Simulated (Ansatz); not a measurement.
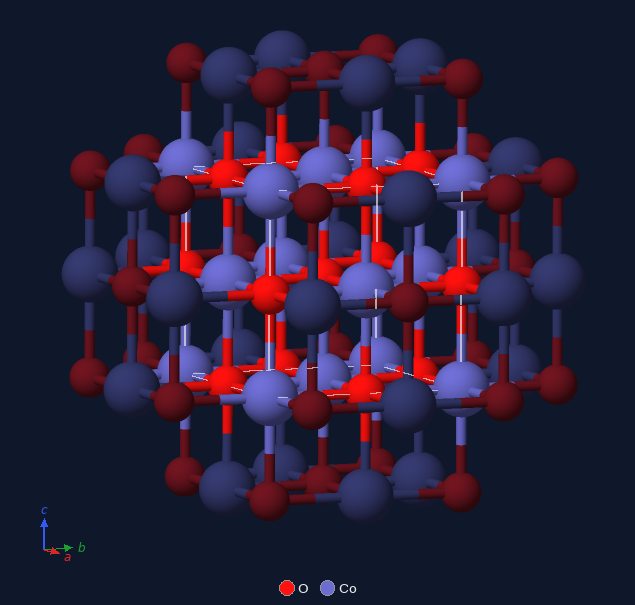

An orthographic ball-and-stick view of the structure, slightly off an axis. The drawn cell (a repeat of the simulation cell) is drawn as a box. The bonded neighbours beyond the faces are included, in fainter colours. Cell: a = 4.023 Å, b = 4.023 Å, c = 4.023 Å, α = 90.53°, β = 89.47°, γ = 89.47°.

What structure is drawn here?

- Formula: CoO.
- Strictly the space group is R-3m (No. 166, within 0.01 Å). It is a distorted form of a face-centred cubic structure, space group Fm-3m (No. 225) within 0.25 Å: rock salt (NaCl type).
- Content of the cell: 4 Co, 4 O (Z = 4).
- The coordination shell of O holds six Co in an octahedral arrangement at about 2.0 Å. The neighbours of Co are six O in an octahedral arrangement at about 2.0 Å.
- The bonds build a three-dimensional framework.

Starting structure: a structure listed in the Materials Project. Earlier steps of the study may have refined or changed the cell and positions. Ansatz was used for an electronic-structure calculation on it.

At this level of theory the cell isn't at rest (compressed, at 60 GPa), so its distances can differ from those at equilibrium, the more so the softer the solid.
